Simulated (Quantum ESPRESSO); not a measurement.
# Al2Cu: valence-band photoemission, part 7 of 14

Wanted: projected DOS of Al2Cu, weighted into photoemission and X-ray emission spectra, at several levels of theory.

Quantum ESPRESSO 7.5; DFT, PBEsol, plane waves, ultrasoft GBRV pseudopotentials, scalar-relativistic (the session's first sound run).

So far. Step 5 (The base run: bands): Of the bands kept, 5 cross the Fermi level on this path. Step 6 (With LDA: self-consistent run): The run ends at a pressure of -6.33 GPa, with forces up to 0.12 eV/Å.

### Step 8. Projected DOS and spectra

Level of this step: DFT, LDA, plane waves, ultrasoft GBRV pseudopotentials, scalar-relativistic (Quantum ESPRESSO).

projwfc.x splits the states by atom and shell, which the spectra need, since each shell has its own cross section.

File projwfc.in:

```
&projwfc
  prefix = 'pes'
  outdir = './tmp'
  filpdos = 'pes'
  ngauss = 0
  degauss = 0.00735
  DeltaE = 0.05
  Emin = -26.19
  Emax = 21.81
/
```

The run is started by

```sh
$ OMP_NUM_THREADS=1 mpirun -n 4 projwfc.x -nk 4 -in projwfc.in > projwfc.out
```

The log of the run:

```text
[banner, memory and clock lines left out]
Program PROJWFC v.7.5 starts

          URL

     ./tmp/pes.save/

     IMPORTANT: XC functional enforced from input :
     Exchange-correlation= PZ
                           (   1   1   0   0   0   0   0)
     Any further DFT definition will be discarded
     Please, verify this is what you really want

     G-vector sticks info

     Gaussian broadening (read from input): ngauss,degauss=   0    0.007350

     Calling projwave ....

  Problem Sizes
  natomwfc =           42
  nbnd     =           41
  nkstot   =          244
  npwx     =         2610
  nkb      =           72

     Atomic states used for projection
     (read from pseudopotential files):

     state #   1: atom   1 (Cu ), wfc  1 (l=0 m= 1)
     state #   2: atom   1 (Cu ), wfc  2 (l=1 m= 1)
     state #   3: atom   1 (Cu ), wfc  2 (l=1 m= 2)
     state #   4: atom   1 (Cu ), wfc  2 (l=1 m= 3)
     state #   5: atom   1 (Cu ), wfc  3 (l=2 m= 1)
     state #   6: atom   1 (Cu ), wfc  3 (l=2 m= 2)
     state #   7: atom   1 (Cu ), wfc  3 (l=2 m= 3)
     state #   8: atom   1 (Cu ), wfc  3 (l=2 m= 4)
     state #   9: atom   1 (Cu ), wfc  3 (l=2 m= 5)
     state #  10: atom   1 (Cu ), wfc  4 (l=0 m= 1)
     state #  11: atom   1 (Cu ), wfc  5 (l=1 m= 1)
     state #  12: atom   1 (Cu ), wfc  5 (l=1 m= 2)
     state #  13: atom   1 (Cu ), wfc  5 (l=1 m= 3)
     state #  14: atom   2 (Cu ), wfc  1 (l=0 m= 1)
     state #  15: atom   2 (Cu ), wfc  2 (l=1 m= 1)
     state #  16: atom   2 (Cu ), wfc  2 (l=1 m= 2)
     state #  17: atom   2 (Cu ), wfc  2 (l=1 m= 3)
     state #  18: atom   2 (Cu ), wfc  3 (l=2 m= 1)
     state #  19: atom   2 (Cu ), wfc  3 (l=2 m= 2)
     state #  20: atom   2 (Cu ), wfc  3 (l=2 m= 3)
     state #  21: atom   2 (Cu ), wfc  3 (l=2 m= 4)
     state #  22: atom   2 (Cu ), wfc  3 (l=2 m= 5)
     state #  23: atom   2 (Cu ), wfc  4 (l=0 m= 1)
     state #  24: atom   2 (Cu ), wfc  5 (l=1 m= 1)
     state #  25: atom   2 (Cu ), wfc  5 (l=1 m= 2)
     state #  26: atom   2 (Cu ), wfc  5 (l=1 m= 3)
     state #  27: atom   3 (Al ), wfc  1 (l=0 m= 1)
     state #  28: atom   3 (Al ), wfc  2 (l=1 m= 1)
     state #  29: atom   3 (Al ), wfc  2 (l=1 m= 2)
     state #  30: atom   3 (Al ), wfc  2 (l=1 m= 3)
     state #  31: atom   4 (Al ), wfc  1 (l=0 m= 1)
     state #  32: atom   4 (Al ), wfc  2 (l=1 m= 1)
     state #  33: atom   4 (Al ), wfc  2 (l=1 m= 2)
     state #  34: atom   4 (Al ), wfc  2 (l=1 m= 3)
     state #  35: atom   5 (Al ), wfc  1 (l=0 m= 1)
     state #  36: atom   5 (Al ), wfc  2 (l=1 m= 1)
     state #  37: atom   5 (Al ), wfc  2 (l=1 m= 2)
     state #  38: atom   5 (Al ), wfc  2 (l=1 m= 3)
     state #  39: atom   6 (Al ), wfc  1 (l=0 m= 1)
     state #  40: atom   6 (Al ), wfc  2 (l=1 m= 1)
     state #  41: atom   6 (Al ), wfc  2 (l=1 m= 2)
     state #  42: atom   6 (Al ), wfc  2 (l=1 m= 3)

 k =   0.0000000000  0.0000000000  0.0000000000
==== e(   1) =  -103.00858 eV ====
     psi = 0.493*[#   1]+0.493*[#  14]+0.002*[#  27]+0.002*[#  31]+0.002*[#  35]
          +0.002*[#  39]
    |psi|^2 = 1.000
==== e(   2) =  -102.99916 eV ====
     psi = 0.499*[#   1]+0.499*[#  14]
    |psi|^2 = 1.000
==== e(   3) =   -60.85036 eV ====
     psi = 0.249*[#   3]+0.249*[#   4]+0.249*[#  16]+0.249*[#  17]
    |psi|^2 = 1.000
==== e(   4) =   -60.85035 eV ====
     psi = 0.249*[#   3]+0.249*[#   4]+0.249*[#  16]+0.249*[#  17]
    |psi|^2 = 1.000
==== e(   5) =   -60.84408 eV ====
     psi = 0.498*[#   2]+0.498*[#  15]+0.001*[#  11]+0.001*[#  24]
    |psi|^2 = 1.000
==== e(   6) =   -60.84132 eV ====
     psi = 0.250*[#   3]+0.250*[#   4]+0.250*[#  16]+0.250*[#  17]
    |psi|^2 = 1.000
==== e(   7) =   -60.84132 eV ====
     psi = 0.250*[#   3]+0.250*[#   4]+0.250*[#  16]+0.250*[#  17]
    |psi|^2 = 1.000
==== e(   8) =   -60.74587 eV ====
     psi = 0.498*[#   2]+0.498*[#  15]+0.002*[#  11]+0.002*[#  24]
    |psi|^2 = 1.000
==== e(   9) =    -0.91661 eV ====
     psi = 0.187*[#  27]+0.187*[#  31]+0.187*[#  35]+0.187*[#  39]+0.121*[#  10]
          +0.121*[#  23]+0.004*[#   1]+0.004*[#  14]
    |psi|^2 = 0.997
==== e(  10) =     4.51375 eV ====
     psi = 0.306*[#   9]+0.306*[#  22]+0.049*[#  27]+0.049*[#  31]+0.049*[#  35]
          +0.049*[#  39]+0.023*[#  29]+0.023*[#  30]+0.023*[#  33]+0.023*[#  34]
          +0.023*[#  37]+0.023*[#  38]+0.023*[#  41]+0.023*[#  42]
    |psi|^2 = 0.994
==== e(  11) =     4.71256 eV ====
     psi = 0.204*[#   6]+0.204*[#   7]+0.204*[#  19]+0.204*[#  20]+0.026*[#  27]
          +0.026*[#  31]+0.026*[#  35]+0.026*[#  39]+0.008*[#  29]+0.008*[#  30]
          +0.008*[#  33]+0.008*[#  34]+0.008*[#  37]+0.008*[#  38]+0.008*[#  41]
          +0.008*[#  42]
    |psi|^2 = 0.985
==== e(  12) =     4.71256 eV ====
     psi = 0.204*[#   6]+0.204*[#   7]+0.204*[#  19]+0.204*[#  20]+0.026*[#  27]
          +0.026*[#  31]+0.026*[#  35]+0.026*[#  39]+0.008*[#  29]+0.008*[#  30]
          +0.008*[#  33]+0.008*[#  34]+0.008*[#  37]+0.008*[#  38]+0.008*[#  41]
          +0.008*[#  42]
    |psi|^2 = 0.985
==== e(  13) =     4.71645 eV ====
     psi = 0.418*[#   5]+0.418*[#  18]+0.043*[#  10]+0.043*[#  23]+0.007*[#  27]
          +0.007*[#  31]+0.007*[#  35]+0.007*[#  39]+0.004*[#  29]+0.004*[#  30]
          +0.004*[#  33]+0.004*[#  34]+0.004*[#  37]+0.004*[#  38]+0.004*[#  41]
          +0.004*[#  42]
    |psi|^2 = 0.984
==== e(  14) =     5.63209 eV ====
     psi = 0.462*[#   8]+0.462*[#  21]+0.008*[#  29]+0.008*[#  30]+0.008*[#  33]
          +0.008*[#  34]+0.008*[#  37]+0.008*[#  38]+0.008*[#  41]+0.008*[#  42]

    |psi|^2 = 0.992
==== e(  15) =     5.76987 eV ====
     psi = 0.438*[#   8]+0.438*[#  21]+0.029*[#  28]+0.029*[#  32]+0.029*[#  36]
          +0.029*[#  40]
    |psi|^2 = 0.992
==== e(  16) =     6.07288 eV ====
     psi = 0.492*[#   9]+0.492*[#  22]
    |psi|^2 = 0.984
[...]
psi = 0.418*[#   5]+0.418*[#  18]+0.073*[#  10]+0.073*[#  23]
[...]
psi = 0.248*[#   6]+0.248*[#   7]+0.248*[#  19]+0.248*[#  20]
[...]
psi = 0.248*[#   6]+0.248*[#   7]+0.248*[#  19]+0.248*[#  20]
[...]
psi = 0.102*[#  12]+0.102*[#  13]+0.102*[#  25]+0.102*[#  26]+0.057*[#  29]
          +0.057*[#  30]+0.057*[#  33]+0.057*[#  34]+0.057*[#  37]+0.057*[#  38]
          +0.057*[#  41]+0.057*[#  42]+0.032*[#  27]+0.032*[#  31]+0.032*[#  35]
          +0.032*[#  39]
[...]
psi = 0.102*[#  12]+0.102*[#  13]+0.102*[#  25]+0.102*[#  26]+0.057*[#  29]
          +0.057*[#  30]+0.057*[#  33]+0.057*[#  34]+0.057*[#  37]+0.057*[#  38]
          +0.057*[#  41]+0.057*[#  42]+0.032*[#  27]+0.032*[#  31]+0.032*[#  35]
          +0.032*[#  39]
[...]
+0.004*[#  25]+0.004*[#  26]
[...]
+0.009*[#  13]+0.009*[#  25]+0.009*[#  26]
[...]
+0.044*[#  26]+0.018*[#   8]+0.018*[#  21]
[...]
+0.014*[#  31]+0.014*[#  35]+0.014*[#  39]
[...]
+0.002*[#   1]+0.002*[#  14]
[...]
+0.005*[#  39]+0.002*[#  10]+0.002*[#  23]
[...]
+0.009*[#  25]+0.009*[#  26]+0.001*[#  11]+0.001*[#  24]
[...]
+0.002*[#  12]+0.002*[#  13]+0.002*[#  25]+0.002*[#  26]
[...]
k =   0.1161935833  0.1161935833  0.0000000000
[...]
+0.001*[#  27]+0.001*[#  31]+0.001*[#  35]+0.001*[#  39]
[...]
psi = 0.499*[#   1]+0.499*[#  14]
[...]
+0.018*[#  10]+0.018*[#  23]
[...]
+0.002*[#  10]+0.002*[#  23]
[...]
+0.004*[#  19]+0.004*[#  20]
[...]
+0.008*[#  42]+0.002*[#  11]+0.002*[#  24]
[...]
+0.002*[#  13]+0.002*[#  25]+0.002*[#  26]
[...]
+0.016*[#  10]+0.016*[#  23]
[...]
+0.026*[#  39]+0.019*[#   8]+0.019*[#  21]
[...]
+0.020*[#  25]+0.020*[#  26]
[...]
+0.015*[#  10]+0.015*[#  23]+0.008*[#   9]+0.008*[#  22]
[...]
+0.001*[#  25]+0.001*[#  26]
[...]
+0.036*[#  26]+0.027*[#   8]+0.027*[#  21]
[...]
+0.011*[#  31]+0.011*[#  35]+0.011*[#  39]
[...]
k =   0.1742903750  0.1742903750  0.0000000000
[...]
psi = 0.498*[#   1]+0.498*[#  14]
[...]
+0.026*[#   5]+0.026*[#  18]+0.001*[#   1]+0.001*[#  14]
[...]
+0.002*[#  12]+0.002*[#  13]+0.002*[#  25]+0.002*[#  26]
[...]
+0.002*[#  12]+0.002*[#  13]+0.002*[#  25]+0.002*[#  26]
[...]
+0.032*[#  10]+0.032*[#  23]+0.012*[#   9]+0.012*[#  22]
[...]
+0.016*[#  25]+0.016*[#  26]+0.008*[#   8]+0.008*[#  21]
[...]
+0.007*[#  19]+0.007*[#  20]+0.005*[#  11]+0.005*[#  24]
[...]
+0.001*[#   6]+0.001*[#   7]+0.001*[#  19]+0.001*[#  20]
[...]
k =   0.2323871666  0.2323871666  0.0000000000
[...]
psi = 0.497*[#   1]+0.497*[#  14]
[...]
k =   0.2904839583  0.2904839583  0.0000000000
[...]
k =   0.3485807499  0.3485807499  0.0000000000
[...]
k =  -0.4066775416 -0.4066775416  0.0000000000
[...]
k =   0.0580967917  0.0000000000  0.0722725518
[...]
psi = 0.499*[#   1]+0.499*[#  14]
[...]
+0.001*[#  19]+0.001*[#  20]
[...]
psi = 0.490*[#   9]+0.490*[#  22]
[...]
+0.006*[#   9]+0.006*[#  22]
[...]
+0.019*[#   9]+0.019*[#  22]
[...]
psi = 0.089*[#  10]+0.0
[... cut ...]
       +0.002*[#  19]+0.002*[#  20]
[...]
+0.001*[#  18]+0.001*[#   1]+0.001*[#  14]
[...]
k =   0.0000000000  0.5809679166  0.0000000000
[...]
+0.002*[#  40]+0.001*[#  10]+0.001*[#  23]
[...]
+0.038*[#  42]+0.020*[#   9]+0.020*[#  22]
[...]
+0.021*[#  10]+0.021*[#  23]
[...]
+0.006*[#  38]+0.006*[#  41]+0.006*[#  42]
[...]
+0.003*[#  40]
[...]
psi = 0.248*[#   6]+0.248*[#   7]+0.248*[#  19]+0.248*[#  20]
[...]
psi = 0.248*[#   6]+0.248*[#   7]+0.248*[#  19]+0.248*[#  20]
[...]
+0.005*[#  10]+0.005*[#  23]
[...]
+0.002*[#  25]+0.002*[#  26]
[...]
+0.019*[#   5]+0.019*[#  18]+0.003*[#   8]+0.003*[#  21]
[...]
+0.019*[#  20]+0.003*[#  10]+0.003*[#  23]
[...]
+0.002*[#   5]+0.002*[#  18]+0.001*[#   1]+0.001*[#  14]
[...]
+0.008*[#  25]+0.008*[#  26]
[...]
+0.007*[#  20]
[...]
+0.003*[#   1]+0.003*[#  14]+0.002*[#   8]+0.002*[#  21]
[...]
+0.001*[#  18]
[...]
+0.016*[#  13]+0.016*[#  25]+0.016*[#  26]
[...]
+0.001*[#  27]+0.001*[#  31]+0.001*[#  35]+0.001*[#  39]
[...]
k =   0.0580967917  0.6390647082  0.0000000000
[...]
+0.002*[#  40]+0.002*[#  10]+0.002*[#  23]
[...]
psi = 0.249*[#   3]+0.249*[#   4]+0.249*[#  16]+0.249*[#  17]
[...]
psi = 0.249*[#   3]+0.249*[#   4]+0.249*[#  16]+0.249*[#  17]
[...]
psi = 0.498*[#   2]+0.498*[#  15]+0.001*[#  11]+0.001*[#  24]
[...]
psi = 0.250*[#   3]+0.250*[#   4]+0.250*[#  16]+0.250*[#  17]
[...]
psi = 0.250*[#   3]+0.250*[#   4]+0.250*[#  16]+0.250*[#  17]
[...]
psi = 0.498*[#   2]+0.498*[#  15]+0.002*[#  11]+0.002*[#  24]
[...]
+0.004*[#   8]+0.004*[#  21]+0.003*[#   5]+0.003*[#  18]
[...]
+0.003*[#  22]
[...]
+0.001*[#  14]
[...]
psi = 0.101*[#   5]+0.101*[#  18]+0.074*[#   8]+0.074*[#  21]+0.042*[#  27]
[...]
+0.030*[#  10]+0.030*[#  23]+0.002*[#   9]+0.002*[#  22]
    |psi|^2 = 0.991
==== e(  13) =     4.69206 eV ====
     psi = 0.147*[#  28]+0.147*[#  32]+0.147*[#  36]+0.147*[#  40]+0.137*[#   5]
[...]
+0.001*[#  12]+0.001*[#  13]+0.001*[#  25]+0.001*[#  26]
    |psi|^2 = 0.997
==== e(  14) =     4.80169 eV ====
     psi = 0.170*[#   6]+0.170*[#   7]+0.170*[#  19]+0.170*[#  20]+0.044*[#  27]
[...]
+0.005*[#  38]+0.005*[#  41]+0.005*[#  42]
    |psi|^2 = 0.983
==== e(  15) =     5.00513 eV ====
     psi = 0.222*[#   6]+0.222*[#   7]+0.222*[#  19]+0.222*[#  20]+0.008*[#  29]
[...]
+0.006*[#  39]
    |psi|^2 = 0.983
==== e(  16) =     5.56294 eV ====
     psi = 0.324*[#   5]+0.324*[#  18]+0.046*[#   9]+0.046*[#  22]+0.018*[#  29]
[...]
+0.010*[#  23]+0.010*[#  12]+0.010*[#  13]+0.010*[#  25]+0.010*[#  26]
          +0.003*[#  27]+0.003*[#  31]+0.003*[#  35]+0.003*[#  39]+0.002*[#   1]
          +0.002*[#  14]
    |psi|^2 = 0.987
==== e(  17) =     5.69175 eV ====
     psi = 0.190*[#  11]+0.190*[#  24]+0.081*[#  27]+0.081*[#  31]+0.081*[#  35]
          +0.081*[#  39]+0.053*[#   6]+0.053*[#   7]+0.053*[#  19]+0.053*[#  20]
          +0.009*[#  29]+0.009*[#  30]+0.009*[#  33]+0.009*[#  34]+0.009*[#  37]
          +0.009*[#  38]+0.009*[#  41]+0.009*[#  42]+0.001*[#   2]+0.001*[#  15]

    |psi|^2 = 0.989
==== e(  18) =     5.76041 eV ====
     psi = 0.455*[#   9]+0.455*[#  22]+0.020*[#  28]+0.020*[#  32]+0.020*[#  36]
          +0.020*[#  40]
    |psi|^2 = 0.990
==== e(  19) =     5.79603 eV ====
     psi = 0.413*[#   9]+0.413*[#  22]+0.023*[#   5]+0.023*[#  18]+0.009*[#  12]
          +0.009*[#  13]+0.009*[#  25]+0.009*[#  26]+0.008*[#  29]+0.008*[#  30]
          +0.008*[#  33]+0.008*[#  34]+0.008*[#  37]+0.008*[#  38]+0.008*[#  41]
          +0.008*[#  42]+0.003*[#   8]+0.003*[#  21]+0.002*[#  10]+0.002*[#  23]
          +0.001*[#  27]+0.001*[#  31]+0.001*[#  35]+0.001*[#  39]
    |psi|^2 = 0.984
==== e(  20) =     6.03039 eV ====
     psi = 0.486*[#   8]+0.486*[#  2
```

Elapsed: 5.3 s, on 4 MPI ranks of Intel Xeon Platinum 8488C (Sapphire Rapids), shared host; 21 s of CPU time.

Numbers from this step:

```yaml
share_of_occupied_states_in_no_projected_shell: 0.0101 of the occupied states in the window
dos_at_the_fermi_level: 2.038 states/eV/cell
```

This run's widths, added to any smearing of the DOS itself: Gaussian 0.35 eV, Lorentzian 0.05 eV. The intensity by binding energy, zero at the Fermi level; values in % of the maximum within 13 eV:

| binding energy (eV) | 21.2 eV | 100 eV | 1486.7 eV | 5414.7 eV | 5950 eV |
| --- | --- | --- | --- | --- | --- |
| -1 | 0.0861 | 0.0692 | 0.0821 | 0.179 | 0.195 |
| 0 | 2.86 | 1.61 | 2.57 | 9.72 | 10.9 |
| 1 | 5.63 | 3.46 | 5.00 | 16.7 | 18.7 |
| 2 | 8.16 | 6.22 | 7.55 | 17.7 | 19.4 |
| 3 | 30.0 | 28.6 | 29.6 | 36.6 | 37.8 |
| 4 | 98.5 | 98.5 | 98.5 | 98.7 | 98.7 |
| 5 | 35.9 | 33.3 | 35.9 | 55.9 | 59.3 |
| 6 | 6.76 | 4.17 | 6.47 | 23.7 | 26.7 |
| 7 | 3.61 | 1.59 | 3.47 | 18.2 | 20.7 |
| 8 | 2.59 | 0.905 | 2.53 | 15.4 | 17.6 |
| 9 | 2.00 | 0.636 | 2.09 | 13.7 | 15.8 |
| 10 | 1.52 | 0.412 | 1.64 | 11.2 | 12.9 |
| 11 | 0.0966 | 0.0415 | 0.104 | 0.578 | 0.661 |
| 12 | - | 0.0216 | 0.0290 | 0.0860 | 0.0960 |

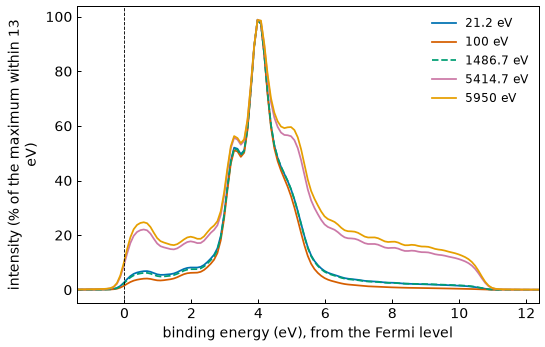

Intensity, plotted against binding energy.

Spectra as before, but with a recipe of its own (widths, and in some runs the light), which changes peak heights and what is resolved: Gaussian 0.35 eV, Lorentzian 0.05 eV plus 0 times the binding energy, linear light, analyser at 10°, Fermi edge at 300 K; some photon energies differ too.

Side by side:

| quantity | this run | base run | difference |
| --- | --- | --- | --- |
| DOS at the Fermi level (states/eV/cell) | 2.0385 | 2.0599 | -0.0214 |

(Continued in part 8 of 14.)

[Logs are printed without paths, hosts, clocks, repeated set-up lines and the standing remarks that a program may print on its own settings, such as how far it seeks lower states.]

[Hosts, paths, dates, database ids (printed as entryN), source tags and the programs' standing remarks are cut or masked in the printed files.]

[Maps of the electrostatic potential energy from Ansatz leave out the sawtooth potential of an applied field or a dipole correction, so their vacuum need not be flat; work functions include it.]

[Peak lists hold at most the 14 tallest peaks of each spectrum; further lines can be left out.]
